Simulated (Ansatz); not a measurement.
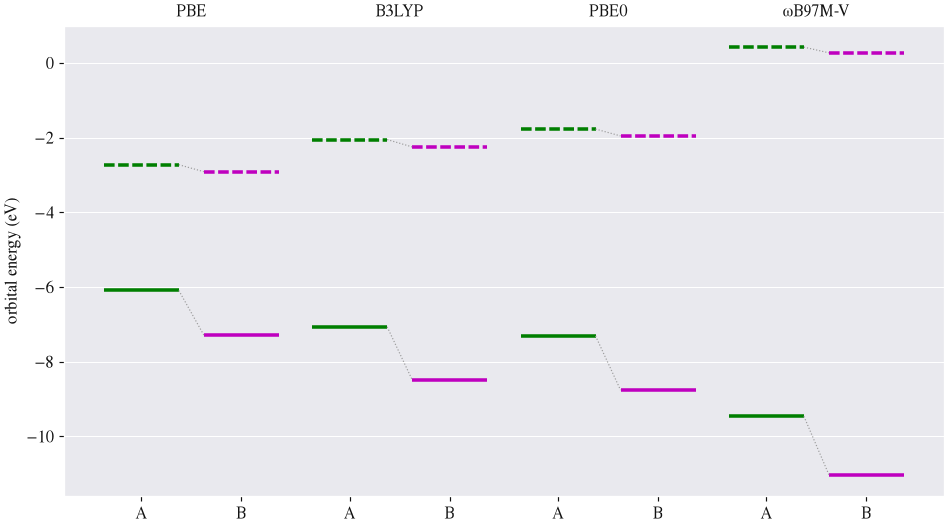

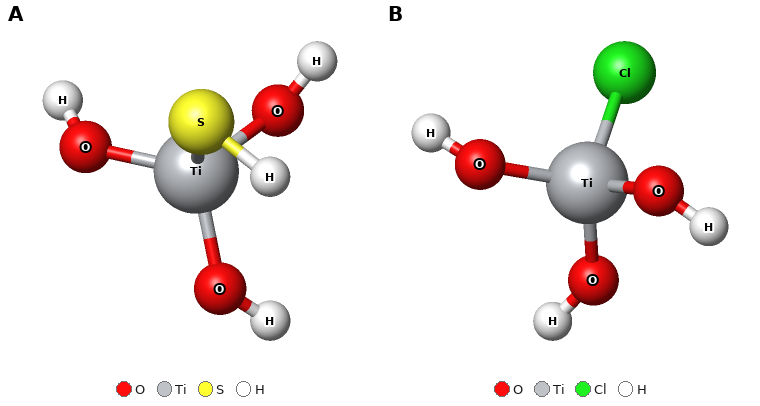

One change: A, TiH₄SO₃ (SMILES [OH][Ti]([OH])([OH])[SH]), becomes B, TiH₃O₃Cl (SMILES [OH][Ti]([OH])([OH])[Cl]). SH on Ti is replaced by Cl. HOMO (solid) and LUMO (dashed) computed in def2-TZVPP at PBE0-D4/def2-TZVP geometries, both minima by their frequencies, gas phase, the Ansatz code. Empty levels above zero depend strongly on the basis.

Question: What does the change do to HOMO and LUMO?

Answer: PBE: the HOMO falls by 1.20 eV, the LUMO falls by 0.19 eV, and the separation goes from 3.37 to 4.38 eV. B3LYP: the HOMO falls by 1.42 eV, the LUMO falls by 0.20 eV, and the separation goes from 5.02 to 6.24 eV. PBE0: the HOMO falls by 1.45 eV, the LUMO falls by 0.18 eV, and the separation goes from 5.54 to 6.81 eV. ωB97M-V: the HOMO falls by 1.56 eV, the LUMO falls by 0.15 eV, and the separation goes from 9.88 to 11.30 eV.

Question: Do the functionals agree on the effect?

Answer: They agree on the direction for both levels; the HOMO shift lies between −1.56 and −1.20 eV and the LUMO shift between −0.20 and −0.15 eV, while the separations themselves differ by up to 6.9 eV between functionals.
